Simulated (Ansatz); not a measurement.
## AlRu, response to strain

Consider AlRu in the CsCl type structure (space group Pm-3m, No. 221; relaxed with 0.1 eV smearing).

```
CELL_PARAMETERS angstrom
      2.97703     0.00000     0.00000
      0.00000     2.97703     0.00000
      0.00000     0.00000     2.97703
ATOMIC_POSITIONS crystal
  Al 0.50000 0.50000 0.50000
  Ru 0.00000 0.00000 0.00000
```

Cartesian axes are those of the cell as printed.

Strains are applied to the cell and any free atomic positions relax; under biaxial strain the out-of-plane vector relaxes too.

The values are results of plane-wave PAW DFT at the PBEsol level (Ansatz, an electronic-structure program, 420 eV), no SOC, not measurements.

Notes on the quantities. energy relative to the base: free energy F.

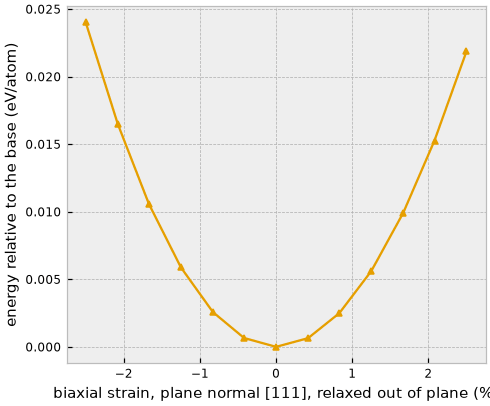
*Energy relative to the base against biaxial strain, plane normal [111], relaxed out of plane*

| biaxial strain, plane normal [111], relaxed out of plane (%) | energy relative to the base |
|---|---|
| -2.5 | +24 meV/atom |
| -2.08 | +17 meV/atom |
| -1.67 | +11 meV/atom |
| -1.25 | +5.9 meV/atom |
| -0.83 | +2.6 meV/atom |
| -0.42 | +0.7 meV/atom |
| 0.42 | +0.6 meV/atom |
| 0.83 | +2.5 meV/atom |
| 1.25 | +5.6 meV/atom |
| 1.67 | +9.9 meV/atom |
| 2.08 | +15 meV/atom |
| 2.5 | +22 meV/atom |

Stability against distortions was not tested. All final runs are without spin polarisation.
